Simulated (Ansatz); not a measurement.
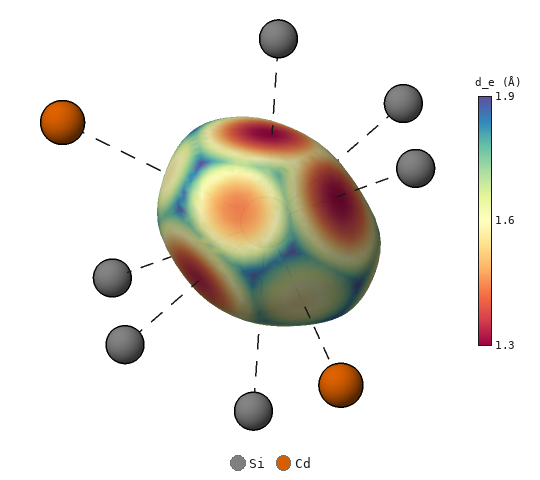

Hirshfeld surface computed for one Si atom in CdSi₄O (F-43m, No. 216), coloured by d_e. Dashed lines lead to the closest neighbours outside.

The surface is where the fragment's share of the procrystal density (the sum of the densities of spherically averaged neutral Hartree-Fock atoms) equals one half. d_i and d_e are the distances from the surface to the nearest nucleus inside and outside. From Rb on the atoms have core potentials, so only their outer electrons count.

Source of the atomic positions: coordinates from a relaxation with Ansatz, DFT PBE, scalar-relativistic, plane waves, PAW; the starting structure was generated, so it need not be a known form of this composition.

Space group F-43m (No. 216). a = 7.203 Å, b = 7.203 Å, c = 7.203 Å, α = 90.00°, β = 90.00°, γ = 90.00°
```json
{"atom": "Cd", "site": "4b", "symmetry": "-43m", "x": "0.5000", "y": "0.0000", "z": "0.0000"}
{"atom": "Si", "site": "16e", "symmetry": ".3m", "x": "0.1233", "y": "0.1233", "z": "0.8767"}
{"atom": "O", "site": "4c", "symmetry": "-43m", "x": "0.2500", "y": "0.7500", "z": "0.7500"}
```

**What is the shortest distance from the fragment to an atom outside it?**

Si–Si, 2.51 Å.

**How is the surface shared among contacts (nearest atom inside ··· nearest atom outside)?**

Si···Si 61 %, Si···O 21 %, Si···Cd 18 %. The surface faces 12 neighbours with more than 2 % of its area each: 6 Si + 3 O + 3 Cd.

**Give the size and shape of the surface.**

It encloses about 11.5 Å³, has an area of about 25 Å² and a globularity of 0.98 (1 for a sphere).
